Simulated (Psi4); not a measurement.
**HF/def2-SVP (core potential) run of InCNClF (SMILES N#[C][In]([F])[Cl])**

What is the vertical singlet–triplet gap of InCNClF at HF/def2-SVP (core potential)? The job is set up through a Python script.

The calculation is run with Psi4 1.11.

1 further run of the same task is left out (set aside as unsound or not needed).

## Step 1: The structure to begin with

InCNClF has 5 atoms, charge 0, and is taken as a singlet. As SMILES, `N#[C][In]([F])[Cl]`. The shape is that of a PBE0-D4/def2-TZVP optimisation.

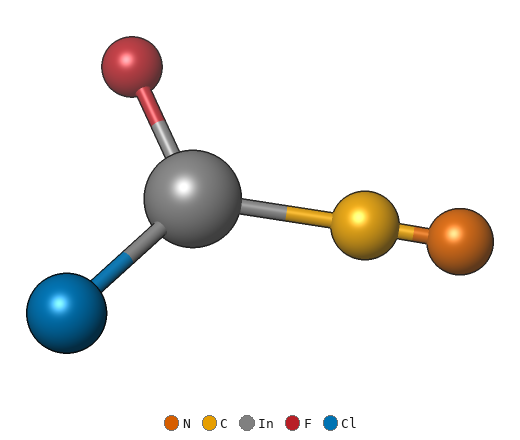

The structure, seen from a chosen angle (nitrogen orange, carbon amber, indium grey, fluorine red, chlorine blue).

## Step 2: Energy and gradient at HF/def2-SVP (core potential)

Contents of cclfinn.py:

```python
import psi4

psi4.set_memory('2200 MB')
psi4.set_num_threads(1)
psi4.core.set_output_file('cclfinn.out', False)

m = psi4.geometry("""
0 1
N     -1.392600     1.451400     1.648800
C     -0.781900     0.784400     0.934900
In     0.330400    -0.389600    -0.376400
F      0.434400    -2.280900    -0.039700
Cl     1.459700     0.361000    -2.209100
symmetry c1
""")

psi4.set_options({
    'basis': 'def2-SVP',
    'puream': True,
    'e_convergence': 1e-09,
    'd_convergence': 1e-08,
    'scf_type': 'pk',
})

energy_value, wavefunction = psi4.gradient("scf", molecule=m, return_wfn=True)
psi4.oeprop(wavefunction, "DIPOLE", "MAYER_INDICES", "WIBERG_LOWDIN_INDICES", title="SCF")
print('gradient / Eh bohr^-1')
print(energy_value.np.round(6))
print(f'energy = {wavefunction.energy():.10f} Eh')
```

Started as:

```
$ python cclfinn.py
```

cclfinn.out:

```text
[...]
    !!!  WARNING: ECP capability is in beta. Please check occupations closely.  !!!
[...]
  Running in c1 symmetry.
[...]
  Nuclear repulsion =  275.341192797407359
[...]
  Multiplicity = 1
[...]
  Nalpha       = 30
  Nbeta        = 30
[...]
    Number of basis functions: 86
[...]
   @RHF iter   1:  -840.11669185893243   -2.25286e+00   5.78213e-03 DIIS/ADIIS
[...]
   @RHF iter  14:  -840.23190408194660   -2.27374e-13   3.96480e-09 DIIS
[...]
    Orbital Energies [Eh]
    ---------------------
    Doubly Occupied:
       1A   -104.812684     2A    -26.242509     3A    -15.609496
       4A    -11.287900     5A    -10.575030     6A     -8.049513
       7A     -8.047005     8A     -8.046838     9A     -5.483933
      10A     -3.746343    11A     -3.740431    12A     -3.738267
      13A     -1.494926    14A     -1.231241    15A     -1.158172
      16A     -1.134683    17A     -1.130755    18A     -1.128942
      19A     -1.122832    20A     -1.066184    21A     -0.703500
      22A     -0.625223    23A     -0.607135    24A     -0.606041
      25A     -0.569422    26A     -0.527298    27A     -0.505397
      28A     -0.501459    29A     -0.488694    30A     -0.484954
[...]
  @RHF Final Energy:  -840.23190408194660
   => Energetics <=
    Nuclear Repulsion Energy =            275.3411927974073592
    One-Electron Energy =               -1782.2125825337495826
    Two-Electron Energy =                 666.6394856543956848
    Total Energy =                       -840.2319040819465954
[...]
  -Total Gradient:
     Atom            X                  Y                   Z
    ------   -----------------  -----------------  -----------------
       1       -0.022082026895     0.024477822705     0.025717007397
       2        0.027884692208    -0.031174758487    -0.032411381622
       3       -0.000208004284     0.009263275733    -0.002081821210
       4        0.000151774382     0.002066659102    -0.000756389865
       5       -0.005746435422    -0.004632999055     0.009532585306
[...]
 Multipole Moments:
 ------------------------------------------------------------------------------------
     Multipole            Electronic (a.u.)      Nuclear  (a.u.)        Total (a.u.)
 ------------------------------------------------------------------------------------
 L = 1.  Multiply by 2.5417464519 to convert [e a0] to [Debye]
 Dipole X            :         -0.0134342            0.3220593            0.3086251
 Dipole Y            :        -11.9457448           12.0493539            0.1036091
 Dipole Z            :          3.1076230           -3.5816097           -0.4739868
 Magnitude           :                                                    0.5750198
[...]
```

On the terminal:

```text
gradient / Eh bohr^-1
[[-0.022082  0.024478  0.025717]
 [ 0.027885 -0.031175 -0.032411]
 [-0.000208  0.009263 -0.002082]
 [ 0.000152  0.002067 -0.000756]
 [-0.005746 -0.004633  0.009533]]
energy = -840.2319040819 Eh
```

Wall time 6 s (1 thread of Intel Xeon Platinum 8488C (Sapphire Rapids), shared host); peak memory 0.29 GiB.

## Step 3: The triplet: the energy at UHF/def2-SVP (core potential)

Contents of cclfinn.xyz:

```xyz
5
CClFInN
N     -1.392600     1.451400     1.648800
C     -0.781900     0.784400     0.934900
In     0.330400    -0.389600    -0.376400
F      0.434400    -2.280900    -0.039700
Cl     1.459700     0.361000    -2.209100
```

Contents of run.py:

```python
import psi4

psi4.set_memory(2200000000)
psi4.set_num_threads(1)
psi4.set_output_file('cclfinn.out', False)

with open('cclfinn.xyz') as f:
    atoms = ''.join(f.readlines()[2:])
geom = psi4.geometry('0 3\n' + atoms + 'symmetry c1')

psi4.set_options({
    'basis': 'def2-SVP',
    'reference': 'uhf',
    'puream': True,
    'e_convergence': 1e-09,
    'd_convergence': 1e-08,
    'scf_type': 'pk',
    'maxiter': 100,
})

energy_value, wavefunction = psi4.energy("hf", return_wfn=True)
psi4.oeprop(wavefunction, "WIBERG_LOWDIN_INDICES", "DIPOLE", "MULLIKEN_CHARGES")
print(f'total energy {energy_value:.8f} hartree = {energy_value * 27.211386:.5f} eV')
```

Started as:

```
$ python run.py
```

cclfinn.out, cut to the lines that bear on the results:

```text
[...]
    !!!  WARNING: ECP capability is in beta. Please check occupations closely.  !!!
[...]
  Running in c1 symmetry.
[...]
  Nuclear repulsion =  275.341192797407359
[...]
  Multiplicity = 3
[...]
  Nalpha       = 31
  Nbeta        = 29
[...]
    Number of basis functions: 86
[...]
   @UHF iter   1:  -839.80075589834587   -1.93692e+00   5.89140e-03 DIIS/ADIIS
[...]
   @UHF iter  56:  -840.01717229541282    1.08002e-11   9.71507e-09 DIIS
[...]
   @S^2 Observed:                2.127582548E+00
[...]
  @UHF Final Energy:  -840.01717229541282
   => Energetics <=
    Nuclear Repulsion Energy =            275.3411927974073592
    One-Electron Energy =               -1782.7203087474588301
    Two-Electron Energy =                 667.3619436546387078
    Total Energy =                       -840.0171722954128199
  UHF NO Occupations:
  HONO-2 :   29  A 1.9496236
  HONO-1 :   30  A 1.0000000
[...]
 Multipole Moments:
 ------------------------------------------------------------------------------------
     Multipole            Electronic (a.u.)      Nuclear  (a.u.)        Total (a.u.)
 ------------------------------------------------------------------------------------
 L = 1.  Multiply by 2.5417464519 to convert [e a0] to [Debye]
 Dipole X            :         -1.1001084            0.3220593           -0.7780491
 Dipole Y            :        -10.8564845           12.0493539            1.1928694
 Dipole Z            :          4.4027071           -3.5816097            0.8210973
 Magnitude           :                                                    1.6439278
[...]
  Mulliken Charges: (a.u.)
   Center  Symbol    Alpha    Beta     Spin     Total
       1     N     4.27616  2.65372  1.62244  0.07012
       2     C     3.10751  3.10520  0.00232 -0.21271
       3    IN    10.14646  9.77057  0.37589  1.08297
       4     F     4.79783  4.79621  0.00162 -0.59404
       5    CL     8.67203  8.67431 -0.00227 -0.34634
   Total alpha = 31.00000, Total beta = 29.00000, Total charge = -0.00000
  Wiberg Bond Indices using Orthogonal Lowdin Orbitals:
  Total Bond Index:
[...]
```

On the terminal:

```text
total energy -840.01717230 hartree = -22858.03152 eV
```

Run time: 4.5 s. Hardware: 1 thread of Intel Xeon Platinum 8488C (Sapphire Rapids), shared host; peak memory 0.29 GiB.

## Step 4: Summary of results

Level: HF/def2-SVP (core potential).

| quantity | value |
| --- | --- |
| singlet: total energy | -840.23190 Eh |
| singlet: dipole moment | 1.46 D |
| singlet: HOMO energy | -13.20 eV |
| singlet: LUMO energy | 0.25 eV |
| singlet: HOMO–LUMO gap | 13.44 eV |
| singlet: largest force on an atom | 2.721 eV/Å |
| triplet: total energy | -840.01717 Eh |
| triplet: dipole moment | 4.18 D |
| triplet: HOMO energy (highest over α and β) | -7.00 eV |
| triplet: LUMO energy (lowest over α and β) | -1.80 eV |
| triplet: ⟨S²⟩ | 2.128 |
| vertical energy of the triplet above the singlet | 5.843 eV |

**Reading.** At this shape the triplet lies 5.84 eV (564 kJ/mol) above the singlet. The largest force (singlet) is 2.72 eV/Å: the shape isn't a stationary point for this species at this level. ⟨S²⟩ (triplet) is 2.13 where a pure triplet has 2.00: the reference is spin-contaminated.
